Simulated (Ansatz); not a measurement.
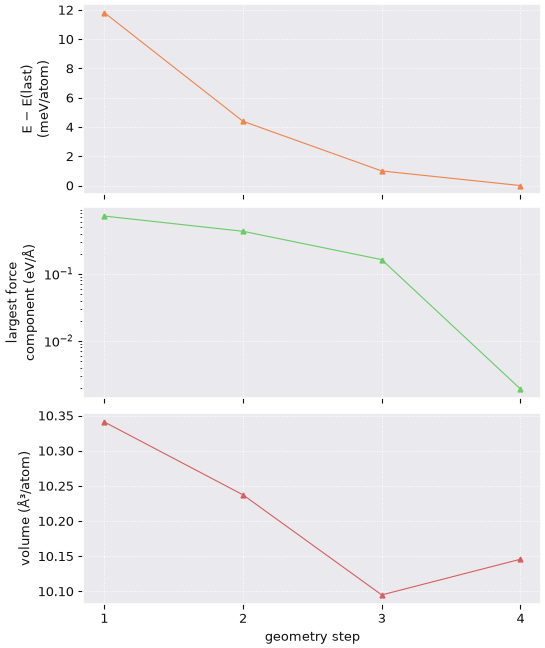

History of a geometry optimisation. Atoms and cell relax. A closing SCF on a freshly chosen basis isn't drawn.

```
crystal:
  lattice:
    - [3.0759982064, 0.0, 0.0]
    - [-1.5379991032, 2.6638925888, 0.0]
    - [0.0, 0.0, 5.048]
  atoms:
    - { symbol: Si, position: [0.3333333333, 0.6666666667, 0.0] }
    - { symbol: Si, position: [0.6666666667, 0.3333333333, 0.5] }
    - { symbol: C, position: [0.3333333333, 0.6666666667, 0.385] }
    - { symbol: C, position: [0.6666666667, 0.3333333333, 0.885] }
basis:
  ecutwfc: 420
kpoints:
  mp_grid: { grid: [9, 9, 4] }
hamiltonian:
  xc: lda
scf:
  occupations: { method: gaussian, width: 0.1 }
output:
  forces: true
  stress: true
  eigenvalues: true
relax:
  adjacent_minimum: "off"
  f_tol: 0.05
  max_steps: 80
  cell: { stress_tol: 0.5 }
```

Launched with:
```bash
ansatz run input.yaml --threads 4 --pin off --max-ram 2560MiB --backend cpu --events-out ev --progress --plain --runs-dir out
```

**How did it end, and what did it gain?**

The optimisation met its thresholds at geometry 4, counting the start as the first. The energy fell by about 12 meV/atom from the first step to the last. The largest force component goes from about 0.73 eV/Å at the start to 1.9 × 10⁻³ eV/Å at the end.

**Was the starting cell too large or too small?**

The volume shrinks from 10.34 to 10.15 Å³ per atom (−1.9 %), overshooting to 10.10 at step 3. The start was expanded.
